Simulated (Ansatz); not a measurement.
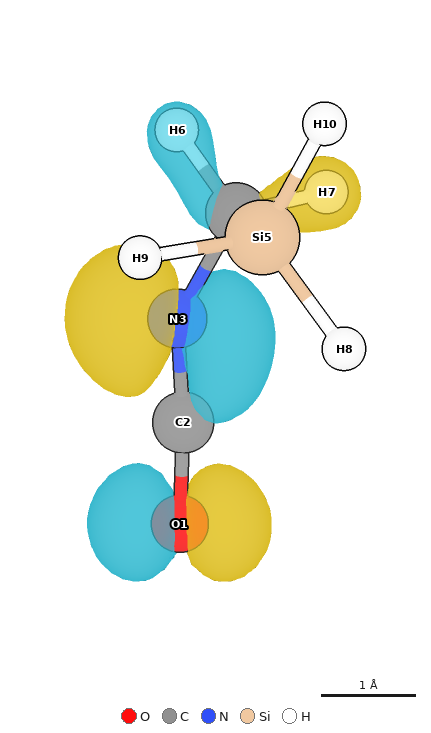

*C2H5NOSi. The HOMO−1 at ±0.2 Å⁻³ᐟ² (yellow and cyan are the two phases), seen at an oblique angle.*

Level of theory: Ansatz 0.2.0, RKS CAM-B3LYP/def2-SVP.

```yaml
atoms:
  - { symbol: O, position_ang: [-2.6438, -2.6741, -0.1163] }
  - { symbol: C, position_ang: [-1.7681, -1.8970, -0.0610] }
  - { symbol: N, position_ang: [-0.9066, -1.0867, 0.0913] }
  - { symbol: C, position_ang: [0.2005, -0.3460, -0.4235] }
  - { symbol: Si, position_ang: [1.7897, -1.3892, -0.5266] }
  - { symbol: H, position_ang: [0.3901, 0.5203, 0.2296] }
  - { symbol: H, position_ang: [-0.0349, 0.0651, -1.4202] }
  - { symbol: H, position_ang: [1.5530, -2.5537, -1.4212] }
  - { symbol: H, position_ang: [2.1633, -1.8711, 0.8289] }
  - { symbol: H, position_ang: [2.8816, -0.5413, -1.0796] }
```

### What is the character of this orbital?

It lies mainly on N3 (about 40 %), O1 (about 30 %), C2 (about 10 %) and C4 (about 10 %); largely a combination of lone pairs on N3 and O1. Its energy is −9.54 eV.
